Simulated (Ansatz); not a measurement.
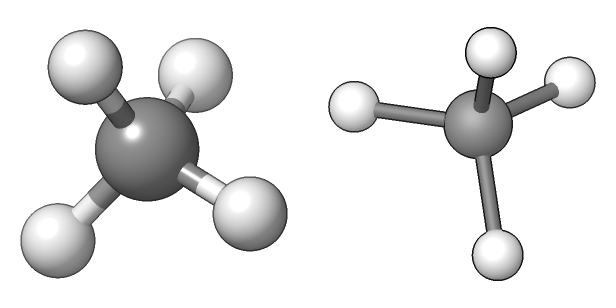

Two views of one molecule. Colours: carbon grey, hydrogen white.

The geometry was computed by an optimisation with PBE0-D4/def2-TZVP.

**Which formula does it have?**

CH4, 5 atoms: 1 carbon and 4 hydrogen.

**How many bonds of each kind are drawn?**

4 C–H. Sticks follow a distance rule.

**Which point group does it belong to?**

Td.

**How many sets of symmetry-equivalent atoms are there?**

2: 1 C, 4 H.

The parts below concern this one geometry. Atoms keep their numbers from picture to picture.

**Geometry**

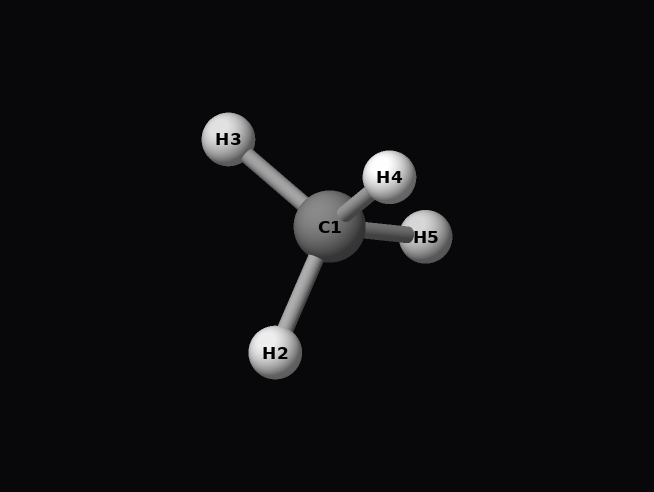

The atoms are numbered.

**Describe the coordination of atom 1.**

C1 has 4 neighbours (H2 at 1.09, H3 at 1.09, H4 at 1.09, H5 at 1.09 Å); the arrangement is tetrahedral.

**Electronic properties**

Level of theory: RKS PBE0-D4/def2-TZVP (Ansatz 0.2.0).

**What is the harmonic zero-point energy?**

117.4 kJ/mol.

**Vibrations**

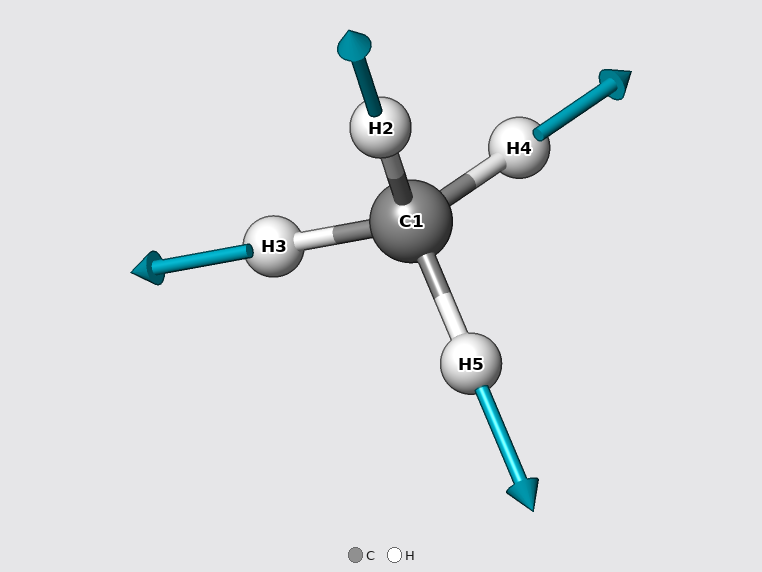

The arrows show one normal mode. Harmonic vibrations computed with RKS PBE0-D4/def2-TZVP (Ansatz 0.2.0) at a stationary point of the same level.

**Describe the motion.**

Mostly in-phase stretching of 4 C–H bonds.

**Estimate its harmonic wavenumber.**

3047 cm⁻¹; it is mode 6 of 9 counted from the lowest.

**Thermal motion**

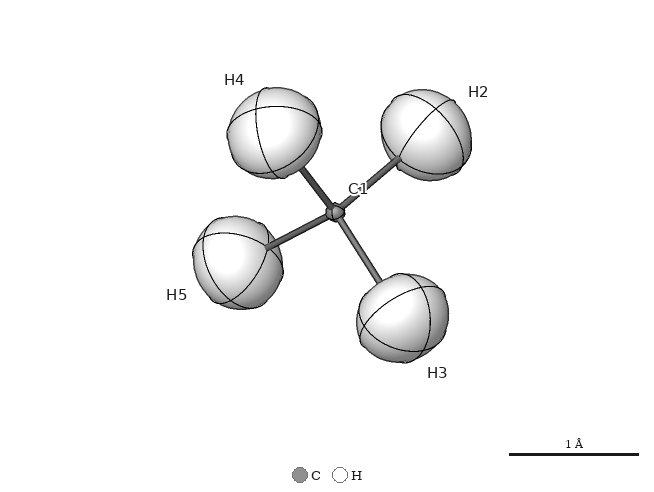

Displacement ellipsoids at the 50 % level, enlarged 3 times, from the internal vibrations of the free molecule (harmonic, no overall translation or rotation; no half-axis is drawn under 0.075 Å). Vibrations computed with RKS PBE0-D4/def2-TZVP (Ansatz 0.2.0). Temperature: 0 K (zero-point motion alone).

List U_eq and the three principal root-mean-square amplitudes for each kind of atom.

```tsv
atom	U_eq (Å²)	rms amplitudes (Å)
C1	0.00021	0.014, 0.014, 0.014
H2, H3, H4, H5	0.0061	0.071, 0.081, 0.081
```

**Charges**

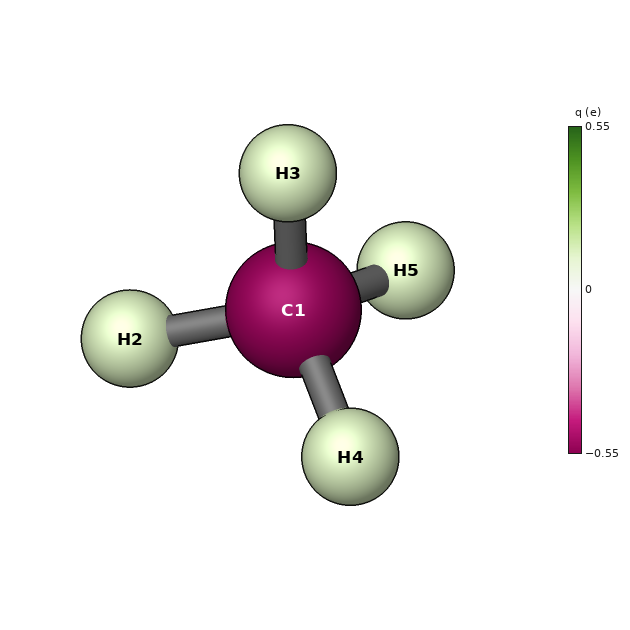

Atoms are coloured by their Mulliken charges. Level of theory: RKS PBE0-D4/def2-TZVP (Ansatz 0.2.0).

List the Mulliken charges.

| atom | value (e) |
| --- | --- |
| C1 | −0.53 |
| H2 | 0.13 |
| H3 | 0.13 |
| H4 | 0.13 |
| H5 | 0.13 |

Mulliken values depend strongly on the basis set and can even reverse the polarity of a bond.
